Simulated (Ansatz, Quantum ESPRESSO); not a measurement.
**MgS (F-43m): a worked LO-TO splitting**

How high does the longitudinal optical mode of MgS (F-43m) lie, given the transverse one, the Born charge and ε∞?

Method: DFT PBEsol, scalar-relativistic, plane waves, PseudoDojo norm-conserving pseudopotentials, in Quantum ESPRESSO 7.5.

### Step 1. The relaxed structure

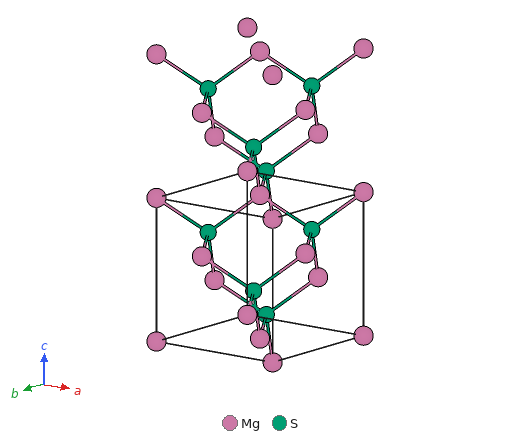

The starting structure, seen from a free direction (magnesium pink, sulfur teal). 1×1×2 cells are drawn. This picture shows the conventional cell, with its axes. Bonds to atoms that aren't drawn are left out. Some periodic images of atoms are drawn too.

This is the cell after its relaxation at this level of theory, not the database cell from which that began.

### Step 2. What the response run gave

A linear-response run on the relaxed cell, with the response to an electric field; only its zone-centre results are used. Cutoff 84 Ry, k mesh 8×8×8.

Log:

```text
[banners, grids, parts of the stress and lines that vanish by symmetry left out]
Program PHONON v.7.5
     Reading xml data from directory:

[...]
Exchange-correlation= PBESOL
                           (   1   4  10   8   0   0   0)
[...]
kinetic-energy cut-off    =      84.0000  Ry
     charge density cut-off    =     336.0000  Ry
     convergence threshold     =      1.0E-18
[...]
Exchange-correlation= PBESOL
                           (   1   4  10   8   0   0   0)
[...]
q = (   0.0000000   0.0000000   0.0000000 )
     25 Sym.Ops. (with q -> -q+G )
     G cutoff =  971.0414  (  31775 G-vectors)     FFT grid: ( 45, 45, 45)
     number of k points=    29
[...]
Mode symmetry, T_d (-43m)  point group:
[...]
Dielectric constant
[...]
End of electric fields calculation
          Dielectric constant in cartesian axis
          (       4.163082948       0.000000000      -0.000000000 )
          (       0.000000000       4.163082948      -0.000000000 )
          (       0.000000000       0.000000000       4.163082948 )
          Effective charges (d Force / dE) in cartesian axis without acoustic sum rule applied (asr)
           atom    1  Mg    Mean Z*:        1.89115
      Ex  (        1.89115       -0.00000        0.00000 )
      Ey  (       -0.00000        1.89115       -0.00000 )
      Ez  (        0.00000       -0.00000        1.89115 )
           atom    2  S     Mean Z*:       -1.89328
      Ex  (       -1.89328        0.00000        0.00000 )
      Ey  (        0.00000       -1.89328        0.00000 )
      Ez  (        0.00000        0.00000       -1.89328 )
          Effective charges Sum: Mean:       -0.00212
[...]
Effective charges (d Force / dE) in cartesian axis with asr applied:
           atom    1  Mg    Mean Z*:        1.89221
[...]
atom    2  S     Mean Z*:       -1.89221
[...]
Representation #   1 modes #   1   2   3
[...]
End of self-consistent calculation
     Convergence has been achieved
     Representation #   2 modes #   4   5   6
[...]
End of self-consistent calculation
     Convergence has been achieved
[...]
Dielectric constant in cartesian axis
          (       4.163082948       0.000000000      -0.000000000 )
          (       0.000000000       4.163082948      -0.000000000 )
          (       0.000000000       0.000000000       4.163082948 )
          Effective charges (d Force / dE) in cartesian axis without acoustic sum rule applied (asr)
           atom    1  Mg    Mean Z*:        1.89115
      Ex  (        1.89115       -0.00000        0.00000 )
      Ey  (       -0.00000        1.89115       -0.00000 )
      Ez  (        0.00000       -0.00000        1.89115 )
           atom    2  S     Mean Z*:       -1.89328
      Ex  (       -1.89328        0.00000        0.00000 )
      Ey  (        0.00000       -1.89328        0.00000 )
      Ez  (        0.00000        0.00000       -1.89328 )
          Effective charges Sum: Mean:       -0.00212
[...]
Effective charges (d Force / dE) in cartesian axis with asr applied:
           atom    1  Mg    Mean Z*:        1.89221
[...]
atom    2  S     Mean Z*:       -1.89221
[...]
q = (    0.000000000   0.000000000   0.000000000 )
[...]
freq (    1) =       0.634580 [THz] =      21.167304 [cm-1]
     freq (    2) =       0.634580 [THz] =      21.167304 [cm-1]
     freq (    3) =       0.634580 [THz] =      21.167304 [cm-1]
     freq (    4) =       9.992225 [THz] =     333.304754 [cm-1]
     freq (    5) =       9.992225 [THz] =     333.304754 [cm-1]
     freq (    6) =       9.992225 [THz] =     333.304754 [cm-1]
[...]
Mode symmetry, T_d (-43m)  point group:
     freq (   1-   3) =         21.2  [cm-1]   --> T_2  G_15 P_4   I+R
     freq (   4-   6) =        333.3  [cm-1]   --> T_2  G_15 P_4   I+R

   JOB DONE.
```

| quantity | value |
| --- | --- |
| cell volume Ω (Å³) | 45.147 |
| mass of Mg (u) | 24.305 |
| mass of S (u) | 32.060 |
| Born charge of Mg, raw (e) | 1.891 |
| Born charge of S, raw (e) | -1.893 |
| ε∞ | 4.163 |
| ω(TO) after the sum rule (cm⁻¹) | 332.4 |

### Step 3. The calculation

The charges must sum to zero over the cell; taking off their mean, -0.001 e, leaves Z* = 1.892 e on Mg. In the polar mode Mg moves against S, so the reduced mass is μ = 24.30 × 32.06 / 56.37 = 13.825 u.

A longitudinal wave builds up a field that adds to the restoring force: ω(LO)² = ω(TO)² + 4π Z*² / (μ Ω ε∞), in Hartree atomic units. With μ = 25201 electron masses and Ω = 304.67 bohr³ the second term is 1.4077e-06 Ha², or 67808 cm⁻² (1 Ha = 219474.6 cm⁻¹).

So ω(LO) = √(110496 + 67808) = 422.3 cm⁻¹, and by the Lyddane-Sachs-Teller relation ε₀ = ε∞ (ω(LO)/ω(TO))² = 6.72.

### Step 4. Check against the program

The analysis program adds the same non-analytic term to the full matrix, here for q along (1 0 0).

Log:

```text
[banner, memory and clock lines left out]
Program DYNMAT v.7.5

     Reading Dynamical Matrix from file g.dyn
     ...Force constants read
     ...epsilon and Z* read

     Polarizability (A^3 units)
     multiply by 0.486769 for Clausius-Mossotti correction
        11.364005    0.000000    0.000000
         0.000000   11.364005    0.000000
        -0.000000   -0.000000   11.364005

     IR activities are in (D/A)^2/amu units

# mode   [cm-1]    [THz]      IR
    1     -0.00   -0.0000    0.0000
    2     -0.00   -0.0000    0.0000
    3      0.00    0.0000    0.0000
    4    332.41    9.9653    5.9753
    5    332.41    9.9653    5.9753
    6    422.26   12.6589    5.9753
```

ε₀ comes from the program's run without a direction of q.

| quantity | by hand | program |
| --- | --- | --- |
| ω(LO) (cm⁻¹) | 422.3 | 422.3 |
| ε₀ | 6.72 | 6.72 |

### Step 5. Summary of results

- TO mode: 332.4 cm⁻¹
- LO mode: 422.3 cm⁻¹
- static dielectric constant: 6.718

What this shows: The LO mode of MgS (F-43m) lies at 422 cm⁻¹, 90 cm⁻¹ above the TO mode; the formula meets the program within 0.1 cm⁻¹, as it must for a cubic crystal with one polar mode. ω(LO)² − ω(TO)² goes with Z*²/ε∞: an error of 5 % in ε∞ would move the LO mode by 3.8 cm⁻¹, and semilocal functionals tend to overestimate ε∞. The acoustic modes of the response miss zero by 21 cm⁻¹, a numerical error that can touch the optical modes as well. These are harmonic values at zero temperature, at the volume of this functional, for the structure held cubic; stability elsewhere in the zone is no part of this calculation.

[Host names and launcher messages were left out of these logs when they were recorded.]

[Logs are printed without paths, hosts, clocks, repeated set-up lines and the standing remarks that a program may print on its own settings, such as how far it seeks lower states.]

[Hosts, paths, dates, database ids (printed as entryN), source tags and the programs' standing remarks are cut or masked in the printed files.]
